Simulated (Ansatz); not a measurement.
Scan of H₂P, doublet: map of symmetric stretch and bend. Scanned: P-H bond length and H-P-H angle.

Cartesian coordinates as functions of the variables (Å; names that start with a are angles):
```
P  0  0  0
H  r*sin(a/2)  0  r*cos(a/2)
H  -r*sin(a/2)  0  r*cos(a/2)
```

Level of theory: Ansatz (a program for electronic structure) with CCSDT(Q) on UHF/cc-pVDZ, frozen core.

Energy in kJ/mol above the lowest grid point; x is the P-H bond length (Å), y the H-P-H angle (°).

```csv
y \ x,1.21,1.29,1.35,1.43,1.50,1.55,1.62,1.69,1.77,1.86,1.92
180,418.9,342.7,318.9,318.5,338.5,360.6,—,—,—,372.0,391.2
171.10,409.6,332.0,306.7,303.3,318.8,334.2,—,—,347.2,374.2,391.7
161.46,380.7,299.4,270.5,261.0,269.8,281.4,300.7,320.5,342.2,365.8,381.6
152.26,340.4,255.3,223.5,209.9,216.0,226.7,246.9,270.2,298.5,330.7,351.9
138.30,271.4,182.6,148.3,132.6,138.3,149.8,172.9,201.0,236.2,277.3,304.4
129.19,229.3,139.2,104.3,88.5,94.9,107.3,132.2,162.8,201.6,247.0,277.1
119.28,191.1,100.1,64.9,49.2,56.3,69.6,96.2,129.0,170.7,219.7,252.3
109.13,163.2,71.2,35.6,20.0,27.5,41.4,69.2,103.5,147.3,198.9,233.4
101.75,151.5,58.6,22.5,6.5,14.0,28.1,56.3,91.3,136.0,188.8,224.1
89.79,149.7,54.7,17.4,0.0,6.7,20.4,48.4,83.4,128.4,181.8,217.5
81.58,161.7,64.7,26.0,7.1,12.6,25.6,52.7,86.9,131.2,184.0,219.5
70,198.0,97.1,55.6,33.3,36.2,47.3,72.2,104.3,146.5,197.1,231.3
```

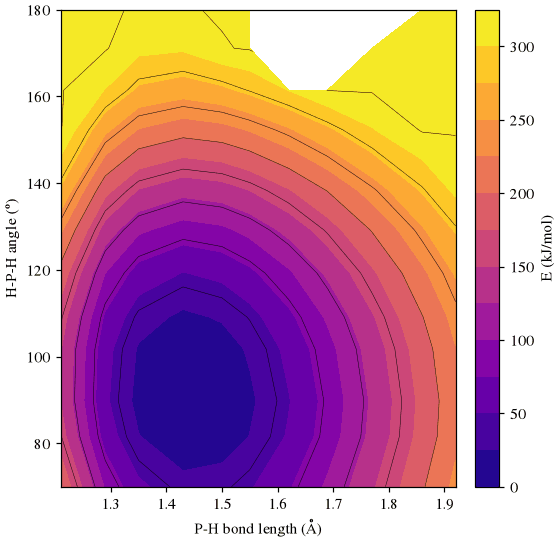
*Energy surface, cut off at 322 kJ/mol.*

Points that lie below all their neighbours on the grid (none is named beside a point without a result): x = 1.43, y = 89.79 (0.0 kJ/mol).

A dash means that the run gave no value there, or that the column was ended at a point which the program doubted or which failed a test of continuity chosen for this set; such a test can also cut sound points.
